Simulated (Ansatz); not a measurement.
# A thicker film of CdF2 (110) from two thinner ones

In a field along its normal an insulating film takes a dipole p. Written as a length, p/(ε₀AE), it should grow by 1 − 1/ε for each ångström added.

**Method.** Ansatz 0.2.0, plane waves with PAW datasets (its set soft_2), LDA; fluorite films relaxed at a bulk in-plane lattice constant near the measured one, then held in weak fields of both signs with a dipole correction (A is the cell's area, E the outer field).

| run | distance between the outer atoms (Å) | p/(ε₀AE) (Å) |
| --- | --- | --- |
| 4 units | 5.561 | 5.054 |
| 6 units | 9.218 | 7.488 |
| 9 units | 14.718 | ? |

**Question.** What value belongs in the row marked “?”, and how far can the other rows tell?

Two rows fix a line: slope = (7.488 − 5.054) / (9.218 − 5.561) = 0.6656, intercept 1.3525. That slope means ε = 1/(1 − 0.6656) = 2.99. At 14.718 it gives 0.6656 × 14.718 + 1.3525 = 11.149 Å, beyond the rows fitted. Rounding of the rows alone allows about ±0.003 Å there; two rows can't show whether the line holds.

The run itself gives 11.120 Å: a miss of −0.029 Å, or 0.3 % of the value. The length is met to within 1 %, though ε is more sensitive than the length: the two thickest films give ε = 2.94.

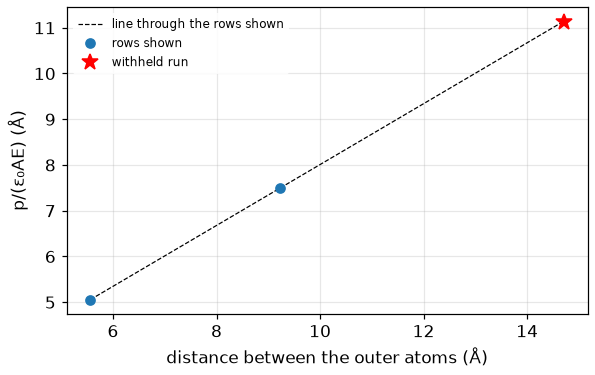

The fit and the withheld run.

Caveats: This is the electronic response alone. A unit is one step of the cut along the normal (a plane, a pair of planes or a cell), and the layers relax along it, away from their bulk spacing where the functional's lattice constant differs from the one held.
